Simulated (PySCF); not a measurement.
**What a change does: NMR shielding calculation on C4H14F2Si3**

System: C4H14F2Si3, SMILES FC[C@H]([SiH3])C[SiH2][C@@H](F)[SiH3].
Method of run A: GIAO CAM-B3LYP/6-31G* NMR shielding, non-relativistic, gas phase (PySCF 2.14.0).

The geometry comes from this level: GFN2-xTB. Text and figures count atoms from 1; the logs count them from 0 in places.

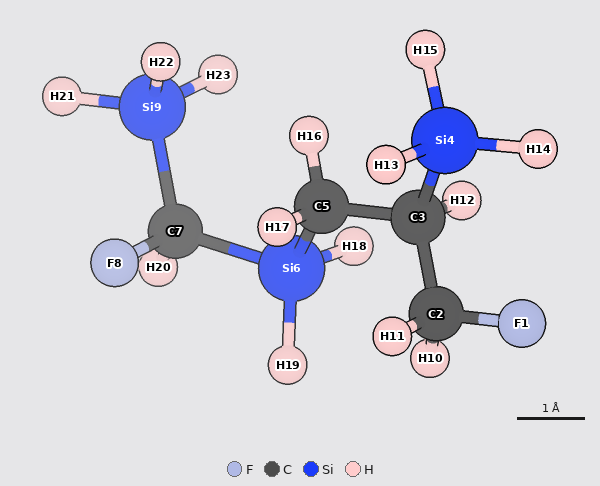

**Figure 1.** The input geometry (ball-and-stick view, seen at a tilt; atoms are numbered from 1 in the order of the input).

### The input, run A
```
{"job": {"xc": "CAM-B3LYP", "basis": "6-31G*", "kind": "nmr", "pop": false}, "charge": 0, "multiplicity": 1}
F     -3.750633    -0.972571    -0.156299
C     -2.395279    -1.053809    -0.382302
C     -1.698901     0.215895     0.073028
Si    -2.504503     1.754646    -0.738050
C     -0.203009     0.141112    -0.239076
Si     0.744371    -1.217426     0.695026
C      2.622888    -0.965638     0.400277
F      2.867924    -1.233809    -0.956892
Si     3.411299     0.732966     0.804610
H     -2.044974    -1.936601     0.163531
H     -2.269000    -1.215463    -1.457970
H     -1.823843     0.283850     1.158772
H     -2.335068     1.638013    -2.188676
H     -3.915505     1.842208    -0.381550
H     -1.773236     2.924910    -0.245043
H      0.246110     1.105876     0.008486
H     -0.069059     0.010656    -1.315582
H      0.509293    -1.118704     2.140552
H      0.412308    -2.562504     0.210599
H      3.165481    -1.750955     0.936808
H      4.854996     0.643857     0.589469
H      2.837469     1.742891    -0.083489
H      3.106118     1.017584     2.207051
```

The first line tells a small driver script what to run in PySCF; the rest is the geometry in Å.

Command:
```bash
OMP_NUM_THREADS=1 python <driver script> task.json out
```

Hardware: 1 CPU thread, shared host.

### Output (run A)
```
coarse grid: 20072 points
cycle   1  E = -1228.7444384788  dE =  6.083e-01  |g| = 7.247e-01  |ddm| = 3.962e+00
cycle   2  E = -1228.7267635283  dE =  1.767e-02  |g| = 8.718e-01  |ddm| = 1.169e+00
cycle   3  E = -1228.8459483586  dE = -1.192e-01  |g| = 5.420e-02  |ddm| = 6.119e-01
cycle   4  E = -1228.8464757814  dE = -5.274e-04  |g| = 3.328e-02  |ddm| = 7.324e-02
cycle   5  E = -1228.8467288016  dE = -2.530e-04  |g| = 5.679e-03  |ddm| = 3.049e-02
cycle   6  E = -1228.8467361154  dE = -7.314e-06  |g| = 1.611e-03  |ddm| = 7.068e-03
final grid: 179032 points
cycle   7  E = -1228.7685096120  dE = -1.735e-05  |g| = 5.680e-03  |ddm| = 1.385e-02
cycle   8  E = -1228.7685072141  dE =  2.398e-06  |g| = 7.076e-03  |ddm| = 9.053e-03
cycle   9  E = -1228.7685157373  dE = -8.523e-06  |g| = 2.936e-04  |ddm| = 4.583e-03
cycle  10  E = -1228.7685157555  dE = -1.827e-08  |g| = 1.456e-04  |ddm| = 4.094e-04
cycle  11  E = -1228.7685157609  dE = -5.315e-09  |g| = 3.499e-05  |ddm| = 1.696e-04
cycle  12  E = -1228.7685157612  dE = -3.306e-10  |g| = 1.154e-05  |ddm| = 4.621e-05
converged SCF energy = -1228.7685157612

GIAO shielding tensors (ppm)
atom      isotropic    diamagn.    paramagn.     s11        s22        s33       span
  0 F      416.691     468.704     -52.013    392.402    401.384    456.286     63.885
  1 C      112.212     247.821    -135.608     75.753     97.722    163.163     87.410
  2 C      172.666     243.278     -70.612    155.914    177.630    184.454     28.540
  3 Si     448.174     882.251    -434.077    420.941    428.702    494.879     73.938
  4 C      186.650     251.624     -64.974    175.784    182.562    201.604     25.820
  5 Si     434.570     884.510    -449.940    396.081    438.711    468.918     72.837
  6 C      119.845     242.943    -123.098     69.610     92.385    197.541    127.931
  7 F      485.563     473.398      12.165    461.593    467.803    527.292     65.700
  8 Si     462.369     881.546    -419.177    431.438    463.404    492.264     60.826
  9 H       27.287      30.880      -3.593     21.404     29.424     31.035      9.631
 10 H       27.946      31.299      -3.352     23.817     29.990     30.032      6.215
 11 H       30.772      31.788      -1.016     27.029     30.463     34.823      7.794
 12 H       28.579      30.757      -2.178     25.615     26.868     33.254      7.639
 13 H       28.195      29.357      -1.162     24.086     26.721     33.779      9.693
 14 H       28.584      31.023      -2.439     25.089     27.348     33.316      8.227
 15 H       31.397      35.890      -4.493     24.350     32.268     37.574     13.224
 16 H       31.620      34.788      -3.168     26.571     32.370     35.919      9.348
 17 H       28.226      32.645      -4.419     25.006     27.212     32.460      7.454
 18 H       27.847      32.049      -4.202     23.181     27.665     32.694      9.513
 19 H       27.330      26.984       0.346     25.254     26.395     30.340      5.087
 20 H       28.263      28.541      -0.278     24.750     26.173     33.866      9.116
 21 H       28.354      31.796      -3.442     24.452     28.773     31.836      7.384
 22 H       28.549      30.279      -1.730     25.278     27.213     33.157      7.878
```

For run B the input was changed thus:
```diff
-"xc": "CAM-B3LYP"
+"xc": "B97-D"
```

Predict how the results change.

The total energies belong to different methods, so their difference says nothing on which is more stable or more accurate. The HOMO goes from −9.04 to −6.41 eV. The LUMO goes from 1.58 to −0.12 eV. The dipole moment goes from 1.75 to 1.60 D. Of all shieldings, the largest change is that of F8, by −22.4 ppm. The functional changes from CAM-B3LYP to B97-D. Exact exchange removes part of the self-interaction error of semilocal functionals, which pushes filled and empty levels apart. The SCF takes 14 iterations against 12.

### Output (run B)
```
coarse grid: 20072 points
cycle   1  E = -1228.5835564565  dE =  3.727e-01  |g| = 8.353e-01  |ddm| = 4.125e+00
cycle   2  E = -1228.3192035747  dE =  2.644e-01  |g| = 1.462e+00  |ddm| = 2.207e+00
cycle   3  E = -1228.7172136524  dE = -3.980e-01  |g| = 1.520e-01  |ddm| = 1.536e+00
cycle   4  E = -1228.7210257753  dE = -3.812e-03  |g| = 7.744e-02  |ddm| = 1.803e-01
cycle   5  E = -1228.7223183883  dE = -1.293e-03  |g| = 1.284e-02  |ddm| = 7.784e-02
cycle   6  E = -1228.7223576979  dE = -3.931e-05  |g| = 4.851e-03  |ddm| = 1.756e-02
cycle   7  E = -1228.7223637228  dE = -6.025e-06  |g| = 8.636e-04  |ddm| = 5.472e-03
final grid: 179032 points
cycle   8  E = -1228.6382525817  dE = -4.210e-05  |g| = 1.499e-02  |ddm| = 3.850e-02
cycle   9  E = -1228.6381545321  dE =  9.805e-05  |g| = 2.826e-02  |ddm| = 3.420e-02
cycle  10  E = -1228.6382905415  dE = -1.360e-04  |g| = 1.322e-03  |ddm| = 2.241e-02
cycle  11  E = -1228.6382909986  dE = -4.571e-07  |g| = 3.068e-04  |ddm| = 1.588e-03
cycle  12  E = -1228.6382910164  dE = -1.783e-08  |g| = 1.149e-04  |ddm| = 4.155e-04
cycle  13  E = -1228.6382910193  dE = -2.855e-09  |g| = 3.493e-05  |ddm| = 1.278e-04
cycle  14  E = -1228.6382910196  dE = -2.940e-10  |g| = 6.222e-06  |ddm| = 3.986e-05
converged SCF energy = -1228.6382910196

GIAO shielding tensors (ppm)
atom      isotropic    diamagn.    paramagn.     s11        s22        s33       span
  0 F      396.954     468.040     -71.086    372.194    382.070    436.598     64.403
  1 C      107.004     248.580    -141.576     71.112     93.652    156.248     85.136
  2 C      165.750     243.278     -77.528    150.063    169.721    177.468     27.405
  3 Si     443.206     882.723    -439.518    414.767    425.166    489.684     74.917
  4 C      180.734     251.886     -71.152    169.749    175.807    196.645     26.896
  5 Si     428.291     884.801    -456.509    387.229    433.240    464.405     77.176
  6 C      114.272     242.173    -127.901     63.807     88.143    190.866    127.059
  7 F      463.140     472.992      -9.852    437.643    442.498    509.279     71.636
  8 Si     457.700     882.028    -424.328    425.202    460.202    487.696     62.494
  9 H       27.247      30.997      -3.750     21.493     29.242     31.006      9.513
 10 H       27.926      31.426      -3.500     23.881     29.810     30.086      6.205
 11 H       30.679      31.850      -1.171     27.098     30.568     34.372      7.274
 12 H       28.735      31.044      -2.309     25.896     27.038     33.272      7.375
 13 H       28.285      29.572      -1.286     24.284     26.836     33.737      9.453
 14 H       28.723      31.316      -2.593     25.389     27.482     33.299      7.910
 15 H       31.282      35.939      -4.656     24.428     32.252     37.167     12.739
 16 H       31.528      34.898      -3.370     26.712     32.379     35.493      8.781
 17 H       28.288      32.873      -4.585     25.177     27.331     32.356      7.179
 18 H       27.907      32.290      -4.384     23.298     27.733     32.689      9.391
 19 H       27.201      26.892       0.309     25.202     26.259     30.141      4.939
 20 H       28.400      28.697      -0.297     25.005     26.324     33.870      8.864
 21 H       28.487      32.118      -3.631     24.683     28.918     31.860      7.177
 22 H       28.626      30.492      -1.866     25.419     27.319     33.141      7.722
```

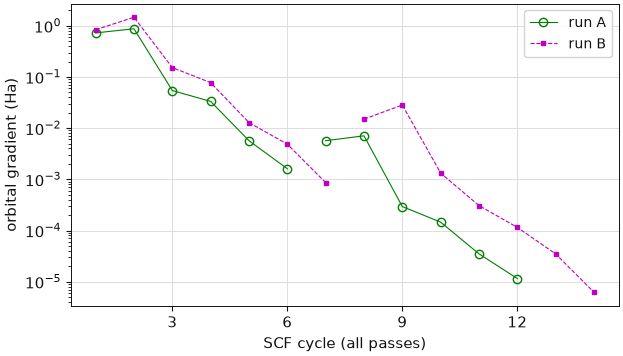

**Figure 2.** Convergence of the two runs: orbital gradient against the SCF cycle. A break in a curve parts two SCF passes (coarse and final grid). Run A takes 12 cycles in all, and run B takes 14.

### The two runs side by side

```csv
quantity,run A,run B
outcome,converged,converged
total energy (hartree),−1228.768516,−1228.638291
HOMO (eV),−9.04,−6.41
LUMO (eV),1.58,−0.12
dipole moment (D),1.75,1.60
shielding of F1 (ppm),416.7,397.0
shielding of C2 (ppm),112.2,107.0
shielding of C3 (ppm),172.7,165.8
shielding of C5 (ppm),186.7,180.7
shielding of Si6 (ppm),434.6,428.3
shielding of C7 (ppm),119.8,114.3
shielding of F8 (ppm),485.6,463.1
SCF iterations,12,14
basis functions,166,166
wall time (shared host),74 s,75 s
```
